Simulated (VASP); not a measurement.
Band structure of CdI₂ (1T layered). All values below come from rev-vdW-DF2, VASP's PBE PAW potentials (set 64) (plane waves; VASP).

Unless said otherwise, spin-orbit coupling is left out, though it shifts the bands of the heavy elements here.

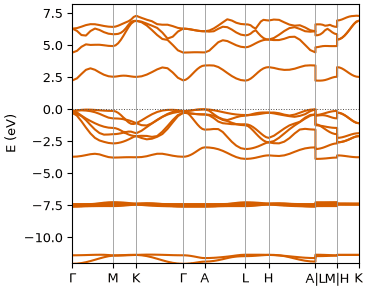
Bands along high-symmetry lines, zero at the valence-band maximum or, without a gap, the Fermi level

Q: Read the plot: is there a gap, and where are the band edges?

A: The gap is indirect, 2.24 eV, from the valence maximum at A to the conduction minimum at L-M at 0.22. (Edges off the drawn lines would not show.)

The compound is CdI2 in the 1T layered structure. It was relaxed first.
